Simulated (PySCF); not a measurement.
## Electronic structure of AlClH₂ (SMILES [AlH2][Cl]) in real space

```yaml
atoms:
  - { symbol: Al, position_ang: [-0.1588, 0.0177, -0.2026] }
  - { symbol: Cl, position_ang: [1.9143, -0.1762, -0.5209] }
  - { symbol: H, position_ang: [-0.8442, 1.3638, -0.6635] }
  - { symbol: H, position_ang: [-0.9045, -1.1960, 0.4781] }
```

Geometry: PBE0-D3(BJ)/def2-SVP.

Method: DFT single point, gas phase, functional M06-2X in PySCF.

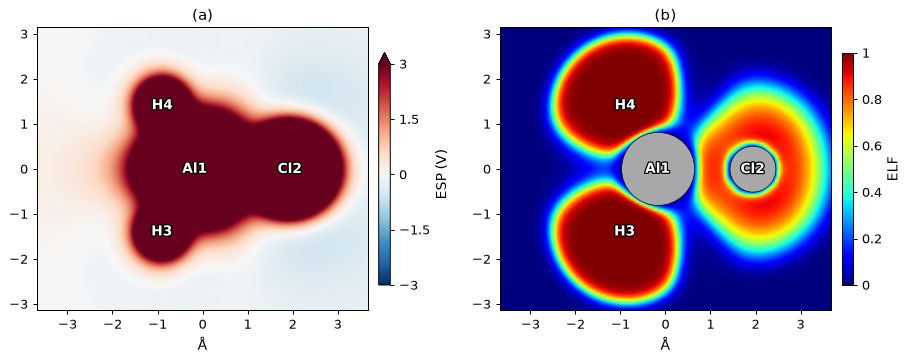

Figure 1. (a) molecular electrostatic potential; (b) electron localisation function on the molecular plane. Grey discs cover the atomic cores in the ELF map.

> What do the fields say about this system?

The plane passes through Al, Cl and H nuclei.
Al–Cl (2.11 Å): the ELF peaks at about 0.85 in the valence shell of Cl, 0.9 Å from its nucleus, and is about 0.80 at the midpoint.
Al–H (1.58 Å): the ELF climbs to about 1 towards the hydrogen.
The ELF also peaks beside Cl2, away from the bonds: lone-pair regions.
Outside the dense part of the molecule the potential is most negative (−0.6 V) near Cl2.

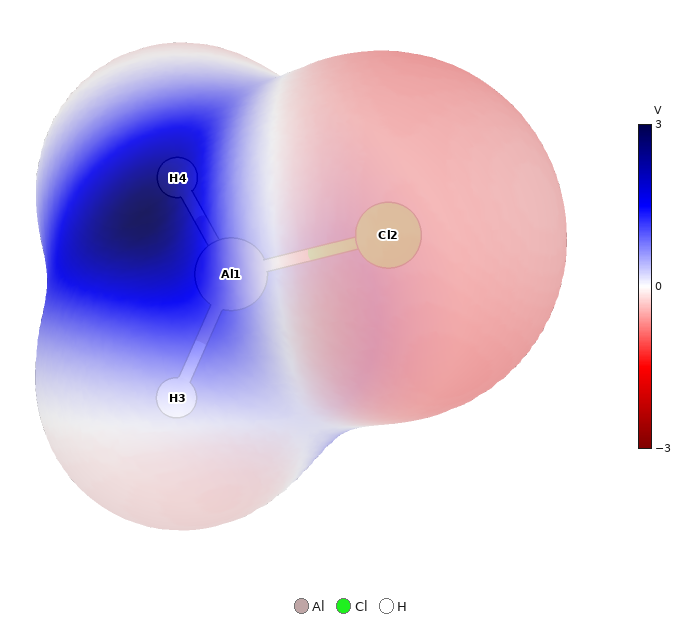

Figure 2. The electrostatic potential painted on the density surface at 0.001 e/bohr³, seen at a tilt; red is negative and blue positive.

> Describe the electrostatic potential map.

The most negative region (about −0.5 V) lies over Cl2, the most positive (about +2.9 V) over Al1.
